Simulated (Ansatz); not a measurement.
**Cl4Hf···HF: density, localisation and related maps**

```yaml
atoms:
  - { symbol: Hf, position_ang: [-0.5978, 0.0000, -0.4224] }
  - { symbol: F, position_ang: [0.0933, 0.0000, 2.6764] }
  - { symbol: Cl, position_ang: [1.7118, 0.0000, -0.0539] }
  - { symbol: Cl, position_ang: [-0.9492, 1.8685, -1.7603] }
  - { symbol: Cl, position_ang: [-0.9492, -1.8685, -1.7603] }
  - { symbol: Cl, position_ang: [-2.5233, 0.0000, 1.1419] }
  - { symbol: H, position_ang: [-0.7698, 0.0000, 3.0149] }
```

Core potentials replace the inner electrons of Hf; not at a stationary point (largest force 1.2 eV/Å).

These are results of RKS B3LYP-D4/def2-SVP (Ansatz), not measurements.

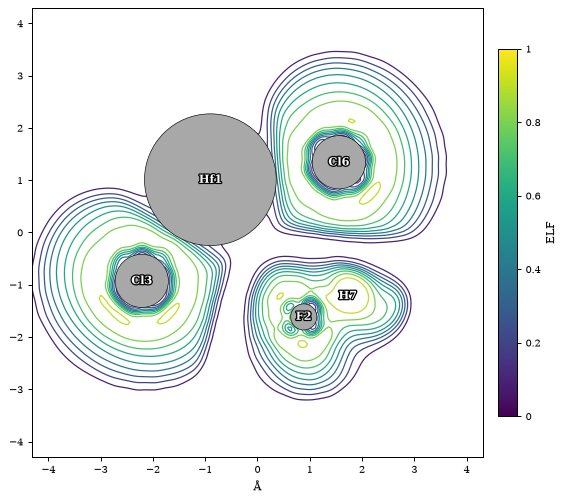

Figure 1. Electron localisation function on the plane of atoms Cl3, Hf1 and Cl6. Grey discs cover the atomic cores.

Question: Describe what can be read from this map.

Answer: The section cuts through Hf, F, Cl and H sites. Hf1···F2 (3.17 Å): the ELF dips to about 0 between them. Hf–Cl (2.34 Å): the ELF peaks at about 0.85 in the valence shell of Cl, 0.8 Å from its nucleus, and is about 0.35 at the midpoint. F–H (0.93 Å): the ELF climbs to about 1 towards the hydrogen, as it does in any bond to H: a covalent bond by its length. Hf–Cl (2.48 Å): the ELF peaks at about 0.85 in the valence shell of Cl, 0.8 Å from its nucleus, and is about 0.35 at the midpoint. The ELF also peaks beside F2, away from the bonds: lone-pair regions.

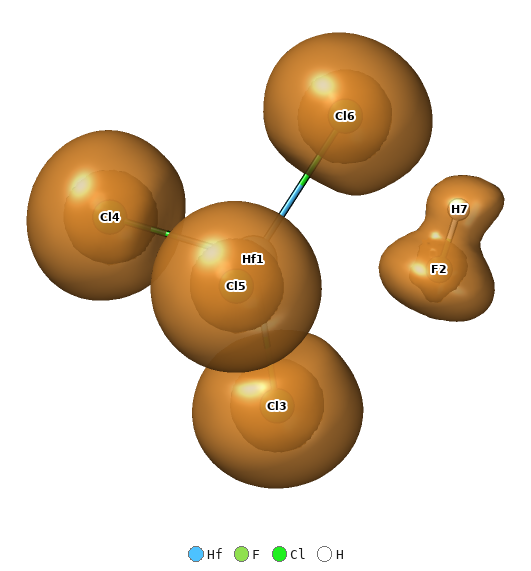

Figure 2. Isosurface of the ELF at 0.75 (orange), seen at a tilt. Core shells and regions of very low density are left out.

Question: Where are the electrons localised?

Answer: At this value the surface marks out four regions wrapped around Cl (the valence shell of each) and one joined region spread over several atoms (F, H), in which their bonds and any lone pairs are merged. Along the contacts the grid gives the following. Hf–Cl (2.32 Å): the ELF peaks at about 0.85 in the valence shell of Cl, 0.8 Å from its nucleus, and is about 0.35 at the midpoint.

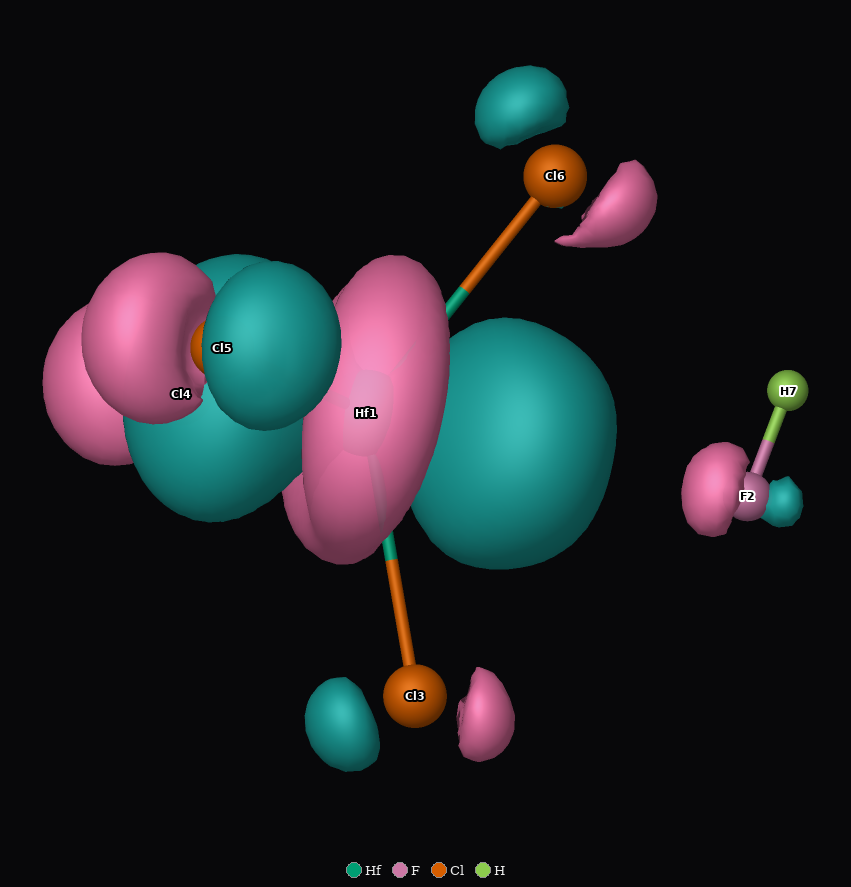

Figure 3. The LUMO at ±0.1 Å⁻³ᐟ² (teal and pink are the two phases), seen across its widest extent.

Question: What is the character of this orbital?

Answer: Its weight (Hirshfeld) is mainly on Hf1 (about 70 %), Cl4 (about 10 %) and Cl5 (about 10 %). Its energy is −2.59 eV.
